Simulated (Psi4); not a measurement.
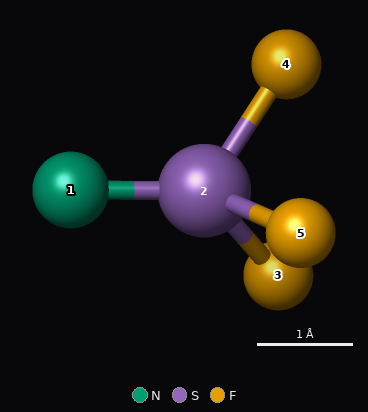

Figure 1. The structure (ball-and-stick view, seen at a tilt; atoms are numbered from 1 in the order of the input). Bond lengths as drawn: F–S 1.62 Å and N–S 1.41 Å.

## Single-point calculation, with input and output: NSF₃

- system: NSF₃
- method: PBE0/def2-SVP, RKS (Psi4 1.11)

The geometry comes from this level: GFN2-xTB.

Log
```
//>>>>>>>>>>>>>>>>>>>>>>>>>>>>>>>>>>>//
  //    Guess SCF, def2-sv_p_ Basis    //
  //<<<<<<<<<<<<<<<<<<<<<<<<<<<<<<<<<<<//

   => Loading Basis Set <=

    Name: DEF2-SV_P_
    Role: ORBITAL
    Keyword: BASIS

         ---------------------------------------------------------
                           SCF Castup computation
         ---------------------------------------------------------
                                   SCF
                              RKS Reference
                        1 Threads,   1525 MiB Core
         ---------------------------------------------------------

  ==> Geometry <==

    Molecular point group: c1
    Full point group: C1

    Geometry (in Angstrom), charge = 0, multiplicity = 1:

       Center              X                  Y                   Z               Mass
    ------------   -----------------  -----------------  -----------------  -----------------
         N           -0.368735794705    -0.004875359524     1.674114671126    14.003074004430
         S           -0.063955794705    -0.000505359524     0.293474671126    31.972071174400
         F            1.049504205295    -0.972425359524    -0.375865328874    18.998403162730
         F           -1.159215794705    -0.329015359524    -0.858525328874    18.998403162730
         F            0.489124205295     1.305884640476    -0.493425328874    18.998403162730

  Running in c1 symmetry.

  Rotational constants: A =      0.16068  B =      0.14498  C =      0.14489 [cm^-1]
  Rotational constants: A =   4816.97561  B =   4346.52462  C =   4343.66393 [MHz]
  Nuclear repulsion =  274.929477945859617

  Charge       = 0
  Multiplicity = 1
  Electrons    = 50
  Nalpha       = 25
  Nbeta        = 25

  ==> Algorithm <==

  SCF Algorithm Type is DF.
  DIIS enabled.
  MOM disabled.
  Fractional occupation disabled.
  Guess Type is SAD.
  Energy threshold   = 1.00e-06
  Density threshold  = 1.00e-06
  Integral threshold = 1.00e-12

  ==> Primary Basis <==

  Basis Set: DEF2-SV_P_
    Blend: DEF2-SV_P_
    Number of shells: 32
    Number of basis functions: 74
    Number of Cartesian functions: 79
    Spherical Harmonics?: true
    Max angular momentum: 2

  ==> DFT Potential <==

   => LibXC <=

    Version 7.1.2

   => Composite Functional: PBE0 <=

    PBE0 Hyb-GGA Exchange-Correlation Functional

    Deriv               =              1
    GGA                 =           TRUE
    Meta                =          FALSE

    Exchange Hybrid     =           TRUE
    MP2 Hybrid          =          FALSE

   => Exchange Functionals <=

    0.7500   Perdew, Burke & Ernzerhof

   => Exact (HF) Exchange <=

    0.2500               HF

   => Correlation Functionals <=

    1.0000   Perdew, Burke & Ernzerhof

   => LibXC Density Thresholds  <==

    XC_HYB_GGA_XC_PBEH:  1.00E-15

   => Molecular Quadrature <=

    Radial Scheme          =       TREUTLER
    Pruning Scheme         =           NONE
    Nuclear Scheme         =       TREUTLER

    Blocking Scheme        =         OCTREE
    BS radius alpha        =              1
    Pruning alpha          =              1
    Radial Points          =             75
    Spherical Points       =            302
    Total Points           =         107151
    Total Blocks           =            865
    Max Points             =            256
    Max Functions          =             72
    Weights Tolerance      =       1.00E-15

   => Loading Basis Set <=

    Name: (DEF2-SV_P_ AUX)
    Role: JKFIT
    Keyword: DF_BASIS_SCF

  ==> Integral Setup <==

  DFHelper Memory: AOs need 0.020 GiB; user supplied 0.929 GiB.
  SCF_SUBTYPE=INCORE selected. In-core MEM_DF algorithm will be used.
  Using in-core AOs.

  ==> MemDFJK: Density-Fitted J/K Matrices <==

    J tasked:                   Yes
    K tasked:                   Yes
    wK tasked:                   No
    Memory [MiB]:               951
    Algorithm:                 Core
    Schwarz Cutoff:           1E-12
    Mask sparsity (%):       0.3652
    Fitting Condition:        1E-10

   => Auxiliary Basis Set <=

  Basis Set: (DEF2-SV_P_ AUX)
    Blend: DEF2-UNIVERSAL-JKFIT
    Number of shells: 138
    Number of basis functions: 436
    Number of Cartesian functions: 527
    Spherical Harmonics?: true
    Max angular momentum: 4

  Cached 100.0% of DFT collocation blocks in 0.188 [GiB].

  Minimum eigenvalue in the overlap matrix is 7.3333004619E-03.
  Reciprocal condition number of the overlap matrix is 2.0288568467E-03.
    Using symmetric orthogonalization.

  ==> Pre-Iterations <==

  SCF Guess: Superposition of Atomic Densities via on-the-fly atomic UHF (no occupation information).

   -------------------------
    Irrep   Nso     Nmo
   -------------------------
     A         74      74
   -------------------------
    Total      74      74
   -------------------------

  ==> Iterations <==

                           Total Energy        Delta E     RMS |[F,P]|

   @DF-RKS iter SAD:  -751.51753407912247   -7.51518e+02   0.00000e+00
   @DF-RKS iter   1:  -751.07174071599900    4.45793e-01   1.22441e-02 DIIS/ADIIS
   @DF-RKS iter   2:  -749.02057058333378    2.05117e+00   2.81147e-02 DIIS/ADIIS
   @DF-RKS iter   3:  -751.36269879846873   -2.34213e+00   5.82882e-03 DIIS/ADIIS
   @DF-RKS iter   4:  -751.41205086000923   -4.93521e-02   2.58476e-03 DIIS/ADIIS
   @DF-RKS iter   5:  -751.42530678834771   -1.32559e-02   2.37292e-04 DIIS/ADIIS
   @DF-RKS iter   6:  -751.42541184746699   -1.05059e-04   1.14723e-04 DIIS/ADIIS
   @DF-RKS iter   7:  -751.42544697640119   -3.51289e-05   1.45743e-05 DIIS
   @DF-RKS iter   8:  -751.42544746905924   -4.92658e-07   3.66464e-06 DIIS
   @DF-RKS iter   9:  -751.42544749193132   -2.28721e-08   1.38497e-06 DIIS
   @DF-RKS iter  10:  -751.42544749565661   -3.72529e-09   6.72407e-08 DIIS
  Energy and wave function converged.

  ==> Post-Iterations <==

   Electrons on quadrature grid:
      Ntotal   =   49.9999704727 ; deviation = -2.953e-05

    Orbital Energies [Eh]
    ---------------------

    Doubly Occupied:

       1A    -89.316317     2A    -24.854115     3A    -24.853914
       4A    -24.853574     5A    -14.444751     6A     -8.287432
       7A     -6.227835     8A     -6.227831     9A     -6.227308
      10A     -1.349611    11A     -1.270415    12A     -1.270090
      13A     -1.017677    14A     -0.753352    15A     -0.640788
      16A     -0.640679    17A     -0.556283    18A     -0.533614
      19A     -0.533466    20A     -0.493073    21A     -0.492923
      22A     -0.480984    23A     -0.431235    24A     -0.370720
      25A     -0.370634

    Virtual:

      26A     -0.086322    27A      0.003362    28A      0.003536
      29A      0.141145    30A      0.336416    31A      0.525627
      32A      0.525821    33A      0.591724    34A      0.591746
      35A      0.652079    36A      0.667923    37A      0.746768
      38A      0.747016    39A      0.843752    40A      0.843838
      41A      0.861143    42A      1.110056    43A      1.110131
      44A      1.130527    45A      1.159704    46A      1.159784
      47A      1.201062    48A      1.255338    49A      1.358220
      50A      1.358433    51A      1.413422    52A      1.645863
      53A      1.646239    54A      2.024471    55A      2.141261
      56A      2.141272    57A      2.359371    58A      2.359451
      59A      2.899626    60A      2.956327    61A      2.999944
      62A      3.000210    63A      3.004023    64A      3.005826
      65A      3.007875    66A      3.008193    67A      3.029470
      68A      3.029531    69A      3.112665    70A      3.112752
      71A      3.232995    72A      3.384163    73A      3.468742
      74A      3.469359

    Final Occupation by Irrep:
              A
    DOCC [    25 ]
    NA   [    25 ]
    NB   [    25 ]

  @DF-RKS Final Energy:  -751.42544749565661

   => Energetics <=

    Nuclear Repulsion Energy =            274.9294779458596167
    One-Electron Energy =               -1585.5805890035785524
    Two-Electron Energy =                 607.2795509008265071
    DFT Exchange-Correlation Energy =     -48.0538873387642340
    Empirical Dispersion Energy =           0.0000000000000000
    VV10 Nonlocal Energy =                  0.0000000000000000
    Total Energy =                       -751.4254474956566128

Computation Completed

  //>>>>>>>>>>>>>>>>>>>>>>>>>>>>>>>>>>>//
  //                PBE0               //
  //<<<<<<<<<<<<<<<<<<<<<<<<<<<<<<<<<<<//

   => Loading Basis Set <=

    Name: DEF2-SVP
    Role: ORBITAL
    Keyword: BASIS

         ---------------------------------------------------------
                                   SCF
                              RKS Reference
                        1 Threads,   1525 MiB Core
         ---------------------------------------------------------

  ==> Geometry <==

    Molecular point group: c1
    Full point group: C1

    Geometry (in Angstrom), charge = 0, multiplicity = 1:

       Center              X                  Y                   Z               Mass
    ------------   -----------------  -----------------  -----------------  -----------------
         N           -0.368735794705    -0.004875359524     1.674114671126    14.003074004430
         S           -0.063955794705    -0.000505359524     0.293474671126    31.972071174400
         F            1.049504205295    -0.972425359524    -0.375865328874    18.998403162730
         F           -1.159215794705    -0.329015359524    -0.858525328874    18.998403162730
         F            0.489124205295     1.305884640476    -0.493425328874    18.998403162730

  Running in c1 symmetry.

  Rotational constants: A =      0.16068  B =      0.14498  C =      0.14489 [cm^-1]
  Rotational constants: A =   4816.97561  B =   4346.52462  C =   4343.66393 [MHz]
  Nuclear repulsion =  274.929477945859617

  Charge       = 0
  Multiplicity = 1
  Electrons    = 50
  Nalpha       = 25
  Nbeta        = 25

  ==> Algorithm <==

  SCF Algorithm Type is DF.
  DIIS enabled.
  MOM disabled.
  Fractional occupation disabled.
  Guess Type is SAD.
  Energy threshold   = 1.00e-06
  Density threshold  = 1.00e-06
  Integral threshold = 1.00e-12

  ==> Primary Basis <==

  Basis Set: DEF2-SVP
    Blend: DEF2-SVP
    Number of shells: 32
    Number of basis functions: 74
    Number of Cartesian functions: 79
    Spherical Harmonics?: true
    Max angular momentum: 2

  ==> DFT Potential <==

   => LibXC <=

    Version 7.1.2

   => Composite Functional: PBE0 <=

    PBE0 Hyb-GGA Exchange-Correlation Functional

    Deriv               =              1
    GGA                 =           TRUE
    Meta                =          FALSE

    Exchange Hybrid     =           TRUE
    MP2 Hybrid          =          FALSE

   => Exchange Functionals <=

    0.7500   Perdew, Burke & Ernzerhof

   => Exact (HF) Exchange <=

    0.2500               HF

   => Correlation Functionals <=

    1.0000   Perdew, Burke & Ernzerhof

   => LibXC Density Thresholds  <==

    XC_HYB_GGA_XC_PBEH:  1.00E-15

   => Molecular Quadrature <=

    Radial Scheme          =       TREUTLER
    Pruning Scheme         =           NONE
    Nuclear Scheme         =       TREUTLER

    Blocking Scheme        =         OCTREE
    BS radius alpha        =              1
    Pruning alpha          =              1
    Radial Points          =             75
    Spherical Points       =            302
    Total Points           =         107151
    Total Blocks           =            865
    Max Points             =            256
    Max Functions          =             72
    Weights Tolerance      =       1.00E-15

   => Loading Basis Set <=

    Name: (DEF2-SVP AUX)
    Role: JKFIT
    Keyword: DF_BASIS_SCF

  Computing basis projection from DEF2-SV_P_ to DEF2-SVP

  ==> Integral Setup <==

  DFHelper Memory: AOs need 0.020 GiB; user supplied 0.929 GiB.
  SCF_SUBTYPE=INCORE selected. In-core MEM_DF algorithm will be used.
  Using in-core AOs.

  ==> MemDFJK: Density-Fitted J/K Matrices <==

    J tasked:                   Yes
    K tasked:                   Yes
    wK tasked:                   No
    Memory [MiB]:               951
    Algorithm:                 Core
    Schwarz Cutoff:           1E-12
    Mask sparsity (%):       0.3652
    Fitting Condition:        1E-10

   => Auxiliary Basis Set <=

  Basis Set: (DEF2-SVP AUX)
    Blend: DEF2-UNIVERSAL-JKFIT
    Number of shells: 138
    Number of basis functions: 436
    Number of Cartesian functions: 527
    Spherical Harmonics?: true
    Max angular momentum: 4

  Cached 100.0% of DFT collocation blocks in 0.188 [GiB].

  Minimum eigenvalue in the overlap matrix is 7.3333004619E-03.
  Reciprocal condition number of the overlap matrix is 2.0288568467E-03.
    Using symmetric orthogonalization.

  ==> Pre-Iterations <==

  SCF Guess: Orbitals guess was supplied from a previous computation.

   -------------------------
    Irrep   Nso     Nmo
   -------------------------
     A         74      74
   -------------------------
    Total      74      74
   -------------------------

  ==> Iterations <==

                           Total Energy        Delta E     RMS |[F,P]|

   @DF-RKS iter   0:  -751.42544749567048   -7.51425e+02   9.86914e-09
   @DF-RKS iter   1:  -751.42544749567060   -1.13687e-13   1.00507e-08 DIIS
  Energy and wave function converged.

  ==> Post-Iterations <==

   Electrons on quadrature grid:
      Ntotal   =   49.9999704727 ; deviation = -2.953e-05

    Orbital Energies [Eh]
    ---------------------

    Doubly Occupied:

       1A    -89.316318     2A    -24.854115     3A    -24.853915
       4A    -24.853575     5A    -14.444750     6A     -8.287432
       7A     -6.227836     8A     -6.227831     9A     -6.227308
      10A     -1.349611    11A     -1.270415    12A     -1.270090
      13A     -1.017677    14A     -0.753352    15A     -0.640789
      16A     -0.640679    17A     -0.556283    18A     -0.533614
      19A     -0.533466    20A     -0.493073    21A     -0.492923
      22A     -0.480984    23A     -0.431235    24A     -0.370720
      25A     -0.370634

    Virtual:

      26A     -0.086322    27A      0.003362    28A      0.003536
      29A      0.141145    30A      0.336416    31A      0.525627
      32A      0.525821    33A      0.591724    34A      0.591746
      35A      0.652079    36A      0.667924    37A      0.746768
      38A      0.747016    39A      0.843752    40A      0.843838
      41A      0.861143    42A      1.110056    43A      1.110131
      44A      1.130527    45A      1.159704    46A      1.159784
      47A      1.201062    48A      1.255338    49A      1.358219
      50A      1.358433    51A      1.413422    52A      1.645863
      53A      1.646239    54A      2.024471    55A      2.141261
      56A      2.141272    57A      2.359371    58A      2.359451
      59A      2.899627    60A      2.956327    61A      2.999944
      62A      3.000210    63A      3.004023    64A      3.005826
      65A      3.007875    66A      3.008193    67A      3.029470
      68A      3.029530    69A      3.112665    70A      3.112752
      71A      3.232995    72A      3.384163    73A      3.468742
      74A      3.469359

    Final Occupation by Irrep:
              A
    DOCC [    25 ]
    NA   [    25 ]
    NB   [    25 ]

  @DF-RKS Final Energy:  -751.42544749567060

   => Energetics <=

    Nuclear Repulsion Energy =            274.9294779458596167
    One-Electron Energy =               -1585.5806011662043602
    Two-Electron Energy =                 607.2795627492617996
    DFT Exchange-Correlation Energy =     -48.0538870245876240
    Empirical Dispersion Energy =           0.0000000000000000
    VV10 Nonlocal Energy =                  0.0000000000000000
    Total Energy =                       -751.4254474956705963

Computation Completed

Properties will be evaluated at   0.000000,   0.000000,   0.000000 [a0]

Properties computed using the SCF density matrix

 Multipole Moments:

 ------------------------------------------------------------------------------------
     Multipole            Electronic (a.u.)      Nuclear  (a.u.)        Total (a.u.)
 ------------------------------------------------------------------------------------

 L = 1.  Multiply by 2.5417464519 to convert [e a0] to [Debye]
 Dipole X            :          0.4544750           -0.3585372            0.0959378
 Dipole Y            :          0.0067289           -0.0041914            0.0025375
 Dipole Z            :         -2.0565747            1.6328246           -0.4237502
 Magnitude           :                                                    0.4344821

 ------------------------------------------------------------------------------------

	total time  =          6 seconds =       0.10 minutes
```

Standard output
```
E = -751.425447496
```

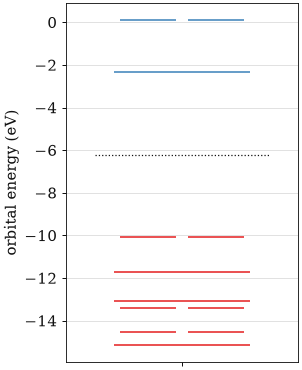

Figure 2. Orbital energies near the frontier; the dotted line parts filled from empty levels, and levels within 0.02 eV of each other stand side by side. Highest filled −10.09 eV, lowest empty −2.35 eV, 7.74 eV apart.

The run was set up as follows.

The input (job.py)
```python
import psi4

psi4.set_memory(1600000000)
psi4.set_num_threads(1)
psi4.core.set_output_file('run.log', False)

geom = psi4.geometry("""
0 1
N     -0.358080    -0.004690     1.626160
S     -0.053300    -0.000320     0.245520
F      1.060160    -0.972240    -0.423820
F     -1.148560    -0.328830    -0.906480
F      0.499780     1.306070    -0.541380
symmetry c1
""")

psi4.set_options({
    'basis': 'def2-SVP',
    'scf_type': 'df',
    'basis_guess': True,
})

e = psi4.energy('pbe0', molecule=geom)
print('E =', round(e, 9))
```

Run as:
```bash
python job.py
```

Summary

```tsv
quantity	value
outcome	converged
total energy	−751.425447 hartree
basis functions	74
HOMO	−10.09 eV
LUMO	−2.35 eV
dipole moment	1.10 D
hardware	1 thread of Intel Xeon @ 2.50GHz (Skylake/Cascade Lake), 12 GiB of memory available, shared host
wall time	7.8 s
peak memory	0.43 GiB
```
